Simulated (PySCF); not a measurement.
Consider LiC (charge +1, triplet).

```yaml
atoms:
  - { symbol: Li, position_ang: [0.0000, 0.0000, -1.4956] }
  - { symbol: C, position_ang: [0.0000, 0.0000, 0.8744] }
```

These are results of PySCF, PBE0/aug-pcseg-1, non-relativistic, at a bond length of 2.370 Å, not measurements.

Q: What will maps of the electron density, electron localisation function and spin density show?

A: C–Li (2.37 Å): ρ is about 0.19 e/Å³ halfway; the ELF peaks at about 0.95 in the valence shell of C, 0.7 Å from its nucleus, and is about 0.90 at the midpoint.
The unpaired spin (2 electrons) lies mostly on C2 (about 1.9) and Li1 (about 0.1), in electrons by Hirshfeld's partition.

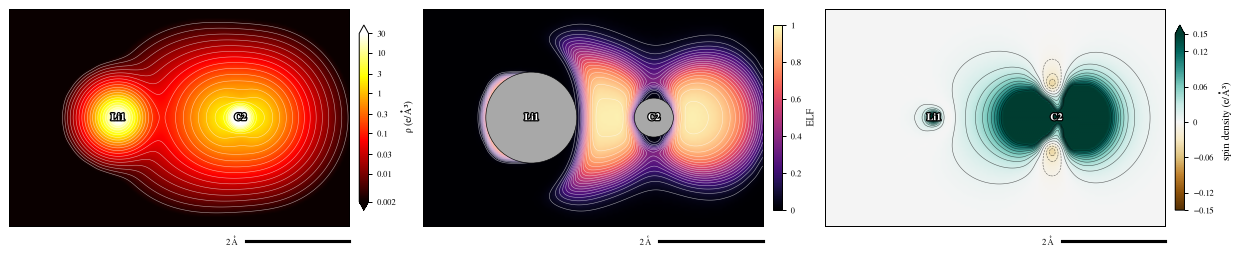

Computed electron density, electron localisation function and spin density on a plane that holds the molecular axis, in this order. Grey discs cover the atomic cores in the ELF map. 
